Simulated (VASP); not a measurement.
Band structure of TlBr (relaxed from the wurtzite structure, space group P6_3mc). Level of theory: PBE GGA, VASP's PBE PAW potentials (set 64) (plane waves; VASP).

Unless said otherwise, spin-orbit coupling is left out, though it shifts the bands of the heavy elements here.

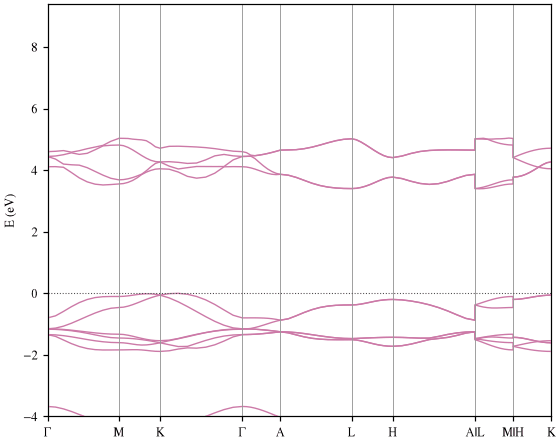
Bands along high-symmetry lines, zero at the valence-band maximum or, without a gap, the Fermi level

Task: Read the plot: is there a gap, and where are the band edges?

Result: The gap is indirect, 3.40 eV, from the valence maximum at K-Γ at 0.22 to the conduction minimum at L-M at 0.11. (Edges off the drawn lines would not show.)

The structure was generated: TlBr was put into the wurtzite type (P6_3mc), which need not be its known phase. It was relaxed first, which changed the volume by +83 %.
